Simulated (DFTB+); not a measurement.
# C3H5O2: geometry relaxation (part 2 of 5)

Continued. System: C3H5O2, multiplicity 2, SMILES [CH2]C(=O)OC. Method: DFTB2, U-SCC (DFTB+ 25.1). The run did not end well. The geometry comes from this level: GFN2-xTB. The run did not end well; see the last part.

Geometry of the input (Å):
```
C  0.0291  0.9045  -1.7518
C  -0.2998  0.0355  -0.6722
O  -1.1636  -0.8239  -0.6884
O  0.4750  0.2680  0.4187
C  0.2126  -0.5560  1.5381
H  -0.5115  0.8227  -2.6753
H  0.8082  1.6336  -1.6368
H  0.3790  -1.6065  1.2853
H  -0.8250  -0.4405  1.8615
H  0.8961  -0.2374  2.3209
```

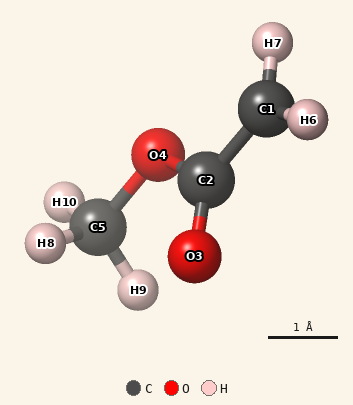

The geometry at step 17 of the log (ball-and-stick view, seen at a tilt; atoms are numbered from 1 in the order of the input).

### What the program printed, continued
```
 iSCC Total electronic   Diff electronic      SCC error
    1   -0.13901811E+02    0.00000000E+00    0.11856040E-02
    2   -0.13901811E+02   -0.17061154E-02    0.98889977E-03
    3   -0.13901811E+02   -0.25122347E-07    0.27346501E-03
    4   -0.13901811E+02   -0.20711379E-07    0.81315460E-04
    5   -0.13901811E+02   -0.60699623E-08    0.19383214E-04
    6   -0.13901811E+02   -0.10769590E-08    0.87558431E-05
    7   -0.13901811E+02   -0.10203749E-09    0.56987019E-05
    8   -0.13901811E+02   -0.43733905E-11    0.10572280E-05
    9   -0.13901811E+02    0.25579538E-11    0.34996288E-06
   10   -0.13901811E+02   -0.88995478E-12    0.58671368E-07
   11   -0.13901811E+02   -0.11191048E-12    0.11092956E-07
   12   -0.13901811E+02    0.46185278E-13    0.64146626E-08
   13   -0.13901811E+02    0.53290705E-14    0.11648571E-08
   14   -0.13901811E+02   -0.17763568E-14    0.27118774E-09

Total Energy:                      -13.6012243527 H         -370.1081 eV
Extrapolated to 0K:                -13.6012243619 H         -370.1081 eV
Total Mermin free energy:          -13.6012243712 H         -370.1081 eV
Force related energy:              -13.6012243712 H         -370.1081 eV

total energy  -1.3601224E+01 H       energy change -6.5849002E-05 H
gradient norm  5.4076910E-03 H/a0    max. gradient  2.7202156E-03 H/a0
step length    2.2090499E-02 a0      max. step      1.0494488E-02 a0

--------------------------------------------------------------------------------

***  Geometry step: 9

 iSCC Total electronic   Diff electronic      SCC error
    1   -0.13902667E+02    0.00000000E+00    0.17457213E-02
    2   -0.13902667E+02   -0.85555768E-03    0.92013900E-03
    3   -0.13902667E+02   -0.38274926E-06    0.40238067E-03
    4   -0.13902667E+02   -0.64102583E-07    0.12736104E-03
    5   -0.13902667E+02   -0.12410931E-07    0.25458301E-04
    6   -0.13902667E+02   -0.10314434E-08    0.13216563E-04
    7   -0.13902667E+02   -0.20278890E-10    0.34836208E-05
    8   -0.13902667E+02    0.15738522E-11    0.70725012E-06
    9   -0.13902667E+02   -0.60609295E-11    0.23297943E-06
   10   -0.13902667E+02    0.87041485E-12    0.48385871E-07
   11   -0.13902667E+02   -0.21849189E-12    0.23392605E-07
   12   -0.13902667E+02    0.12434498E-13    0.59925320E-08
   13   -0.13902667E+02    0.19539925E-13    0.35639675E-09

Total Energy:                      -13.6012714645 H         -370.1094 eV
Extrapolated to 0K:                -13.6012714734 H         -370.1094 eV
Total Mermin free energy:          -13.6012714823 H         -370.1094 eV
Force related energy:              -13.6012714823 H         -370.1094 eV

total energy  -1.3601271E+01 H       energy change -4.7111093E-05 H
gradient norm  4.3450719E-03 H/a0    max. gradient  1.7504427E-03 H/a0
step length    1.9762912E-02 a0      max. step      1.0824327E-02 a0

--------------------------------------------------------------------------------

[... 281 further geometry steps ...]

***  Geometry step: 291

 iSCC Total electronic   Diff electronic      SCC error
    1   -0.13901123E+02    0.00000000E+00    0.12616614E-06
    2   -0.13901123E+02    0.28571030E-08    0.92145118E-07
    3   -0.13901123E+02    0.88817842E-14    0.12392742E-07
    4   -0.13901123E+02    0.10658141E-13    0.27148808E-08
    5   -0.13901123E+02   -0.88817842E-14    0.49321902E-09

Total Energy:                      -13.6015222060 H         -370.1163 eV
Extrapolated to 0K:                -13.6015222147 H         -370.1163 eV
Total Mermin free energy:          -13.6015222234 H         -370.1163 eV
Force related energy:              -13.6015222234 H         -370.1163 eV

total energy  -1.3601522E+01 H       energy change -4.6259530E-10 H
gradient norm  2.1495499E-05 H/a0    max. gradient  1.0080295E-05 H/a0
step length    2.1512270E-05 a0      max. step      1.0089056E-05 a0

--------------------------------------------------------------------------------

***  Geometry step: 292

 iSCC Total electronic   Diff electronic      SCC error
    1   -0.13901123E+02    0.00000000E+00    0.12603042E-06
    2   -0.13901123E+02    0.28284752E-08    0.92042761E-07
    3   -0.13901123E+02    0.88817842E-14    0.12279302E-07
    4   -0.13901123E+02    0.12434498E-13    0.26892151E-08
    5   -0.13901123E+02   -0.88817842E-14    0.48895354E-09

Total Energy:                      -13.6015222064 H         -370.1163 eV
Extrapolated to 0K:                -13.6015222152 H         -370.1163 eV
Total Mermin free energy:          -13.6015222239 H         -370.1163 eV
Force related energy:              -13.6015222239 H         -370.1163 eV

total energy  -1.3601522E+01 H       energy change -4.6187765E-10 H
gradient norm  2.1478754E-05 H/a0    max. gradient  1.0071553E-05 H/a0
step length    2.1495499E-05 a0      max. step      1.0080295E-05 a0

--------------------------------------------------------------------------------

***  Geometry step: 293

 iSCC Total electronic   Diff electronic      SCC error
    1   -0.13901123E+02    0.00000000E+00    0.12589572E-06
    2   -0.13901123E+02    0.28026008E-08    0.91941257E-07
    3   -0.13901123E+02    0.71054274E-14    0.12169815E-07
    4   -0.13901123E+02    0.10658141E-13    0.26644087E-08
    5   -0.13901123E+02   -0.35527137E-14    0.48486037E-09

Total Energy:                      -13.6015222069 H         -370.1163 eV
Extrapolated to 0K:                -13.6015222156 H         -370.1163 eV
Total Mermin free energy:          -13.6015222244 H         -370.1163 eV
Force related energy:              -13.6015222244 H         -370.1163 eV

total energy  -1.3601522E+01 H       energy change -4.6115645E-10 H
gradient norm  2.1462034E-05 H/a0    max. gradient  1.0062830E-05 H/a0
step length    2.1478754E-05 a0      max. step      1.0071553E-05 a0

--------------------------------------------------------------------------------

***  Geometry step: 294

 iSCC Total electronic   Diff electronic      SCC error
    1   -0.13901123E+02    0.00000000E+00    0.12576175E-06
    2   -0.13901123E+02    0.27740459E-08    0.91840203E-07
    3   -0.13901123E+02    0.10658141E-13    0.12057136E-07
    4   -0.13901123E+02    0.71054274E-14    0.26390277E-08
    5   -0.13901123E+02   -0.71054274E-14    0.48067572E-09

Total Energy:                      -13.6015222073 H         -370.1163 eV
Extrapolated to 0K:                -13.6015222161 H         -370.1163 eV
Total Mermin free energy:          -13.6015222248 H         -370.1163 eV
Force related energy:              -13.6015222248 H         -370.1163 eV

total energy  -1.3601522E+01 H       energy change -4.6044235E-10 H
gradient norm  2.1445340E-05 H/a0    max. gradient  1.0054124E-05 H/a0
step length    2.1462034E-05 a0      max. step      1.0062830E-05 a0

--------------------------------------------------------------------------------

***  Geometry step: 295

 iSCC Total electronic   Diff electronic      SCC error
    1   -0.13901123E+02    0.00000000E+00    0.12562769E-06
    2   -0.13901123E+02    0.27483864E-08    0.91739220E-07
    3   -0.13901123E+02    0.71054274E-14    0.11949498E-07
    4   -0.13901123E+02    0.10658141E-13    0.26146383E-08
    5   -0.13901123E+02   -0.88817842E-14    0.47665139E-09

Total Energy:                      -13.6015222078 H         -370.1163 eV
Extrapolated to 0K:                -13.6015222165 H         -370.1163 eV
Total Mermin free energy:          -13.6015222253 H         -370.1163 eV
Force related energy:              -13.6015222253 H         -370.1163 eV

total energy  -1.3601522E+01 H       energy change -4.5971582E-10 H
gradient norm  2.1428672E-05 H/a0    max. gradient  1.0045436E-05 H/a0
step length    2.1445340E-05 a0      max. step      1.0054124E-05 a0

--------------------------------------------------------------------------------

***  Geometry step: 296

 iSCC Total electronic   Diff electronic      SCC error
    1   -0.13901123E+02    0.00000000E+00    0.12549452E-06
    2   -0.13901123E+02    0.27214373E-08    0.91638875E-07
    3   -0.13901123E+02    0.71054274E-14    0.11841073E-07
    4   -0.13901123E+02    0.88817842E-14    0.25902320E-08
    5   -0.13901123E+02   -0.88817842E-14    0.47259507E-09

Total Energy:                      -13.6015222083 H         -370.1163 eV
Extrapolated to 0K:                -13.6015222170 H         -370.1163 eV
Total Mermin free energy:          -13.6015222257 H         -370.1163 eV
Force related energy:              -13.6015222257 H         -370.1163 eV

total energy  -1.3601522E+01 H       energy change -4.5901238E-10 H
gradient norm  2.1412028E-05 H/a0    max. gradient  1.0036766E-05 H/a0
step length    2.1428672E-05 a0      max. step      1.0045436E-05 a0

--------------------------------------------------------------------------------

***  Geometry step: 297

 iSCC Total electronic   Diff electronic      SCC error
    1   -0.13901123E+02    0.00000000E+00    0.12536184E-06
    2   -0.13901123E+02    0.26954972E-08    0.91538971E-07
    3   -0.13901123E+02    0.53290705E-14    0.11734984E-07
    4   -0.13901123E+02    0.88817842E-14    0.25661868E-08
    5   -0.13901123E+02   -0.35527137E-14    0.46861159E-09

Total Energy:                      -13.6015222087 H         -370.1163 eV
Extrapolated to 0K:                -13.6015222175 H         -370.1163 eV
Total Mermin free energy:          -13.6015222262 H         -370.1163 eV
Force related energy:              -13.6015222262 H         -370.1163 eV

total energy  -1.3601522E+01 H       energy change -4.5829474E-10 H
gradient norm  2.1395410E-05 H/a0    max. gradient  1.0028113E-05 H/a0
step length    2.1412028E-05 a0      max. step      1.0036766E-05 a0

--------------------------------------------------------------------------------

***  Geometry step: 298

 iSCC Total electronic   Diff electronic      SCC error
    1   -0.13901123E+02    0.00000000E+00    0.12522913E-06
    2   -0.13901123E+02    0.26676066E-08    0.91438975E-07
    3   -0.13901123E+02    0.53290705E-14    0.11627204E-07
    4   -0.13901123E+02    0.71054274E-14    0.25420053E-08
    5   -0.13901123E+02   -0.17763568E-14    0.46464788E-09

Total Energy:                      -13.6015222092 H         -370.1163 eV
Extrapolated to 0K:                -13.6015222179 H         -370.1163 eV
Total Mermin free energy:          -13.6015222267 H         -370.1163 eV
Force related energy:              -13.6015222267 H         -370.1163 eV

total energy  -1.3601522E+01 H       energy change -4.5758242E-10 H
gradient norm  2.1378816E-05 H/a0    max. gradient  1.0019479E-05 H/a0
step length    2.1395410E-05 a0      max. step      1.0028113E-05 a0

--------------------------------------------------------------------------------

***  Geometry step: 299

 iSCC Total electronic   Diff electronic      SCC error
    1   -0.13901123E+02    0.00000000E+00    0.12509689E-06
    2   -0.13901123E+02    0.26432545E-08    0.91339488E-07
    3   -0.13901123E+02    0.10658141E-13    0.11524602E-07
    4   -0.13901123E+02    0.53290705E-14    0.25187195E-08
    5   -0.13901123E+02   -0.71054274E-14    0.46079918E-09

Total Energy:                      -13.6015222096 H         -370.1163 eV
Extrapolated to 0K:                -13.6015222184 H         -370.1163 eV
Total Mermin free energy:          -13.6015222271 H         -370.1163 eV
Force related energy:              -13.6015222271 H         -370.1163 eV

total energy  -1.3601522E+01 H       energy change -4.5688076E-10 H
gradient norm  2.1362247E-05 H/a0    max. gradient  1.0010862E-05 H/a0
step length    2.1378816E-05 a0      max. step      1.0019479E-05 a0

--------------------------------------------------------------------------------

***  Geometry step: 300

 iSCC Total electronic   Diff electronic      SCC error
    1   -0.13901123E+02    0.00000000E+00    0.12496558E-06
    2   -0.13901123E+02    0.26173392E-08    0.91240628E-07
    3   -0.13901123E+02    0.10658141E-13    0.11420730E-07
    4   -0.13901123E+02    0.10658141E-13    0.24954208E-08
    5   -0.13901123E+02   -0.71054274E-14    0.45693116E-09

Total Energy:                      -13.6015222101 H         -370.1163 eV
Extrapolated to 0K:                -13.6015222188 H         -370.1163 eV
Total Mermin free energy:          -13.6015222276 H         -370.1163 eV
Force related energy:              -13.6015222276 H         -370.1163 eV

total energy  -1.3601522E+01 H       energy change -4.5616311E-10 H
gradient norm  2.1345702E-05 H/a0    max. gradient  1.0002261E-05 H/a0
step length    2.1362247E-05 a0      max. step      1.0010862E-05 a0
WARNING!
-> !!! Geometry did NOT converge!

--------------------------------------------------------------------------------
--------------------------------------------------------------------------------
Pre-SCC initialisation                 +       0.04 (  1.6%)       0.04 (  0.9%)
SCC                                    +       1.87 ( 86.7%)       4.85 ( 94.6%)
Post-SCC processing                    +       0.25 ( 11.4%)       0.23 (  4.5%)
--------------------------------------------------------------------------------
Missing                                +       0.00 (  0.2%)       0.01 (  0.1%)
Total                                  =       2.15 (100.0%)       5.12 (100.0%)
--------------------------------------------------------------------------------
```

### Trajectory as extended XYZ (Å, eV, eV/Å), 142 of the 301 frames kept, from step=0 to step=300
```
10
Properties=species:S:1:pos:R:3 step=0 energy=-370.00111
C     0.0291    0.9045   -1.7518
C    -0.2998    0.0355   -0.6722
O    -1.1636   -0.8239   -0.6884
O     0.4750    0.2680    0.4187
C     0.2126   -0.5560    1.5381
H    -0.5115    0.8227   -2.6753
H     0.8082    1.6336   -1.6368
H     0.3790   -1.6065    1.2853
H    -0.8250   -0.4405    1.8615
H     0.8961   -0.2374    2.3209
10
Properties=species:S:1:pos:R:3 step=2 energy=-370.07871
C     0.0267    0.9079   -1.7630
C    -0.3073    0.0333   -0.6834
O    -1.1784   -0.8408   -0.6844
O     0.5020    0.2886    0.4320
C     0.2098   -0.5624    1.5452
H    -0.5189    0.8243   -2.6934
H     0.8196    1.6456   -1.6381
H     0.3818   -1.6180    1.2842
H    -0.8357   -0.4390    1.8668
H     0.9003   -0.2396    2.3341
10
Properties=species:S:1:pos:R:3 step=4 energy=-370.09292
C     0.0236    0.9102   -1.7734
C    -0.3106    0.0318   -0.6876
O    -1.1755   -0.8420   -0.6762
O     0.5086    0.2942    0.4342
C     0.2129   -0.5632    1.5532
H    -0.5241    0.8289   -2.7132
H     0.8231    1.6514   -1.6428
H     0.3842   -1.6253    1.2840
H    -0.8421   -0.4376    1.8707
H     0.9001   -0.2483    2.3511
10
Properties=species:S:1:pos:R:3 step=6 energy=-370.10383
C     0.0180    0.9119   -1.7872
C    -0.3063    0.0371   -0.6899
O    -1.1662   -0.8389   -0.6640
O     0.5074    0.2927    0.4350
C     0.2146   -0.5647    1.5597
H    -0.5261    0.8379   -2.7352
H     0.8183    1.6519   -1.6540
H     0.3863   -1.6265    1.2868
H    -0.8418   -0.4368    1.8741
H     0.8960   -0.2643    2.3747
10
Properties=species:S:1:pos:R:3 step=9 energy=-370.10945
C     0.0135    0.9095   -1.7910
C    -0.3002    0.0424   -0.6877
O    -1.1603   -0.8354   -0.6598
O     0.5120    0.2952    0.4396
C     0.2134   -0.5658    1.5596
H    -0.5218    0.8450   -2.7405
H     0.8072    1.6488   -1.6707
H     0.3857   -1.6216    1.2917
H    -0.8352   -0.4386    1.8756
H     0.8859   -0.2790    2.3832
10
Properties=species:S:1:pos:R:3 step=11 energy=-370.11064
C     0.0129    0.9085   -1.7900
C    -0.2993    0.0423   -0.6855
O    -1.1592   -0.8349   -0.6590
O     0.5172    0.2992    0.4420
C     0.2138   -0.5651    1.5589
H    -0.5215    0.8452   -2.7402
H     0.8053    1.6511   -1.6792
H     0.3851   -1.6228    1.2919
H    -0.8363   -0.4393    1.8761
H     0.8824   -0.2834    2.3847
10
Properties=species:S:1:pos:R:3 step=13 energy=-370.11194
C     0.0141    0.9091   -1.7887
C    -0.2965    0.0435   -0.6819
O    -1.1561   -0.8338   -0.6557
O     0.5205    0.3019    0.4442
C     0.2136   -0.5652    1.5587
H    -0.5241    0.8412   -2.7373
H     0.8053    1.6572   -1.6921
H     0.3835   -1.6254    1.2894
H    -0.8398   -0.4397    1.8746
H     0.8801   -0.2877    2.3884
10
Properties=species:S:1:pos:R:3 step=15 energy=-370.11400
C     0.0173    0.9121   -1.7873
C    -0.2884    0.0490   -0.6763
O    -1.1478   -0.8299   -0.6481
O     0.5235    0.3030    0.4493
C     0.2112   -0.5680    1.5598
H    -0.5307    0.8301   -2.7283
H     0.8048    1.6684   -1.7165
H     0.3794   -1.6271    1.2832
H    -0.8443   -0.4406    1.8690
H     0.8759   -0.2950    2.3944
10
Properties=species:S:1:pos:R:3 step=17 energy=-370.11505
C     0.0188    0.9141   -1.7879
C    -0.2830    0.0536   -0.6747
O    -1.1425   -0.8263   -0.6454
O     0.5253    0.3027    0.4541
C     0.2091   -0.5708    1.5614
H    -0.5357    0.8225   -2.7229
H     0.8039    1.6721   -1.7261
H     0.3766   -1.6256    1.2800
H    -0.8448   -0.4412    1.8648
H     0.8733   -0.2986    2.3960
10
Properties=species:S:1:pos:R:3 step=19 energy=-370.11577
C     0.0186    0.9148   -1.7894
C    -0.2786    0.0574   -0.6736
O    -1.1384   -0.8222   -0.6461
O     0.5294    0.3048    0.4583
C     0.2084   -0.5718    1.5622
H    -0.5415    0.8159   -2.7212
H     0.8033    1.6725   -1.7284
H     0.3746   -1.6250    1.2778
H    -0.8455   -0.4419    1.8623
H     0.8709   -0.3018    2.3972
10
Properties=species:S:1:pos:R:3 step=21 energy=-370.11609
C     0.0184    0.9149   -1.7898
C    -0.2757    0.0595   -0.6721
O    -1.1359   -0.8195   -0.6467
O     0.5323    0.3074    0.4594
C     0.2086   -0.5711    1.5614
H    -0.5455    0.8115   -2.7199
H     0.8032    1.6729   -1.7296
H     0.3734   -1.6258    1.2761
H    -0.8470   -0.4423    1.8610
H     0.8694   -0.3044    2.3993
10
Properties=species:S:1:pos:R:3 step=23 energy=-370.11616
C     0.0184    0.9148   -1.7896
C    -0.2758    0.0595   -0.6722
O    -1.1358   -0.8198   -0.6462
O     0.5322    0.3079    0.4582
C     0.2088   -0.5705    1.5607
H    -0.5454    0.8113   -2.7193
H     0.8032    1.6727   -1.7292
H     0.3735   -1.6257    1.2758
H    -0.8471   -0.4420    1.8608
H     0.8692   -0.3051    2.4001
10
Properties=species:S:1:pos:R:3 step=26 energy=-370.11622
C     0.0185    0.9147   -1.7895
C    -0.2760    0.0594   -0.6725
O    -1.1356   -0.8204   -0.6451
O     0.5326    0.3087    0.4578
C     0.2091   -0.5699    1.5600
H    -0.5459    0.8104   -2.7182
H     0.8034    1.6723   -1.7278
H     0.3735   -1.6244    1.2745
H    -0.8465   -0.4411    1.8595
H     0.8682   -0.3066    2.4008
10
Properties=species:S:1:pos:R:3 step=28 energy=-370.11624
C     0.0184    0.9144   -1.7893
C    -0.2758    0.0592   -0.6719
O    -1.1353   -0.8206   -0.6443
O     0.5332    0.3091    0.4583
C     0.2092   -0.5697    1.5599
H    -0.5464    0.8099   -2.7181
H     0.8035    1.6723   -1.7277
H     0.3735   -1.6238    1.2732
H    -0.8464   -0.4403    1.8583
H     0.8676   -0.3073    2.4011
10
Properties=species:S:1:pos:R:3 step=30 energy=-370.11626
C     0.0183    0.9141   -1.7890
C    -0.2755    0.0591   -0.6712
O    -1.1349   -0.8208   -0.6436
O     0.5334    0.3092    0.4587
C     0.2091   -0.5697    1.5599
H    -0.5464    0.8100   -2.7182
H     0.8033    1.6722   -1.7280
H     0.3735   -1.6236    1.2721
H    -0.8468   -0.4397    1.8576
H     0.8676   -0.3075    2.4012
10
Properties=species:S:1:pos:R:3 step=32 energy=-370.11627
C     0.0182    0.9140   -1.7890
C    -0.2753    0.0593   -0.6712
O    -1.1347   -0.8207   -0.6433
O     0.5335    0.3094    0.4586
C     0.2090   -0.5697    1.5598
H    -0.5463    0.8100   -2.7180
H     0.8030    1.6718   -1.7278
H     0.3734   -1.6237    1.2719
H    -0.8470   -0.4397    1.8574
H     0.8677   -0.3074    2.4012
```
